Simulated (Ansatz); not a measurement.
**GeF2 (SMILES [F][Ge][F]) at B3LYP/STO-3G**

Aim: the energy change on altering one bond length of GeF2 at B3LYP/STO-3G, from 2 runs. 

Program for the calculation: Ansatz 0.2.0.

50 further runs of the same task are left out: 17 that didn't finish, 33 set aside as unsound or not needed.

## (1) The molecule

The species is GeF2 (3 atoms), meant as a singlet with charge 0. As SMILES, `[F][Ge][F]`. Geometry: a GFN2-xTB relaxation, a rough one for these elements and not checked as a minimum.

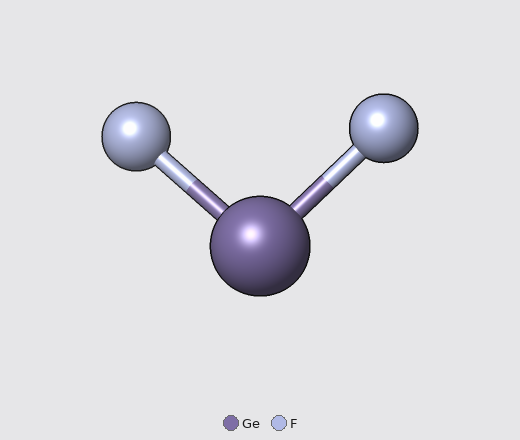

Viewed from a chosen angle; germanium purple, fluorine light blue.

## (2) The energy at B3LYP/STO-3G

Contents of run.yaml:

```yaml
crystal:
  periodic: [false, false, false]
  atoms:
    - {symbol: Ge, position_ang: [0.004500, -0.007920, -0.812340]}
    - {symbol: F, position_ang: [1.320810, -0.018750, 0.415140]}
    - {symbol: F, position_ang: [-1.325320, 0.026670, 0.397200]}
basis:
  gaussian: {orbitals: STO-3G}
magnetization: {spin_polarized: false, initial_magnetization: 0}
hamiltonian: {xc: {name: B3LYP}}
accuracy: high
```

On the command line:

```
ansatz run run.yaml --threads 1 --pin off --max-ram 2610MiB --events-out events.jsonl --progress --plain --runs-dir runs
```

The program printed:

```text
Warning: RAYON_NUM_THREADS=1 ignored (pool sized by the plan → 1); use --threads N
Functional definition: B3LYP
  name "B3LYP"
  parameter a0 = 0.2
  parameter ax = 0.72
  parameter ac = 0.81
  exchange = (1 - a0 - ax)*slater_x + ax*b88_x + a0*exact_x
  correlation = (1 - ac)*vwn_rpa_c + ac*lyp_c
423 factors; integrals over basis functions are off by at most 4.6e-9 eV
mean field evaluation 1: about -61216.7719 eV, gradient 2.6e1 eV
mean field evaluation 2: about -61205.9897 eV, gradient 6.3e1 eV
mean field evaluation 4: about -61219.8439 eV, gradient 1.5e0 eV
mean field evaluation 8: about -61219.8363 eV, gradient 1.8e-1 eV
mean field evaluation 16: about -61219.8369 eV, gradient 5.3e-7 eV
mean field -61219.83691651 eV, -2249.7875103859 hartree, gradient 3.2e-8 eV, S^2 0.000000; 0 other end points of the search recorded, 0 dependent functions left out
reference -61219.83693744 eV, -2249.7875111550 hartree; 25, 25 occupied and 3, 3 virtual orbitals, 423 factors
Total energy: -61219.83693744 eV, -2249.7875111550 hartree
```

Wall time 1.5 s (1 thread of Arm Neoverse V1, shared host); peak memory 0.093 GiB.

## (3) The distorted shape

Contents of job.yaml:

```yaml
crystal:
  periodic: [false, false, false]
  atoms:
    - symbol: Ge
      position_ang: [0.336932, -0.016567, -1.114704]
    - symbol: F
      position_ang: [1.653242, -0.027397, 0.112776]
    - symbol: F
      position_ang: [-1.325320, 0.026670, 0.397200]
basis:
  gaussian:
    orbitals: STO-3G
hamiltonian:
  xc: {name: B3LYP}
accuracy: high
```

On the command line:

```
ansatz run job.yaml --threads 1 --pin off --max-ram 2610MiB --events-out events.jsonl --progress --plain --runs-dir runs
```

The program printed (excerpt; [...] marks lines left out):

```text
Warning: RAYON_NUM_THREADS=1 ignored (pool sized by the plan → 1); use --threads N
[... 7 set-up lines as earlier in the session ...]
406 factors; integrals over basis functions are off by at most 4.0e-8 eV
mean field evaluation 1: about -61198.0610 eV, gradient 7.0e1 eV
mean field evaluation 2: about -60940.2959 eV, gradient 1.7e2 eV
mean field evaluation 4: about -61211.9932 eV, gradient 2.7e1 eV
mean field evaluation 8: about -61217.5792 eV, gradient 1.4e0 eV
mean field evaluation 16: about -61217.5745 eV, gradient 2.3e-4 eV
mean field -61217.57447248 eV, -2249.7043671011 hartree, gradient 3.6e-8 eV, S^2 0.000000; 0 other end points of the search recorded, 0 dependent functions left out
reference -61217.57449349 eV, -2249.7043678734 hartree; 25, 25 occupied and 3, 3 virtual orbitals, 406 factors
Total energy: -61217.57449349 eV, -2249.7043678734 hartree
```

Wall time 1.5 s (1 thread of Arm Neoverse V1, shared host); peak memory 0.092 GiB.

## (4) Summary of results

Level: B3LYP/STO-3G.

| quantity | value |
| --- | --- |
| first shape: total energy | -2249.78751 Eh |
| distorted shape: total energy | -2249.70437 Eh |
| energy change with the Ge1–F3 bond stretched from 1.798 to 2.247 Å | 2.262 eV |

With the Ge1–F3 bond stretched from 1.798 to 2.247 Å the energy rises by 2.26 eV (52 kcal/mol). The first shape isn't relaxed at this level, so the change isn't measured from a minimum. The minimal basis adds a large error of its own.
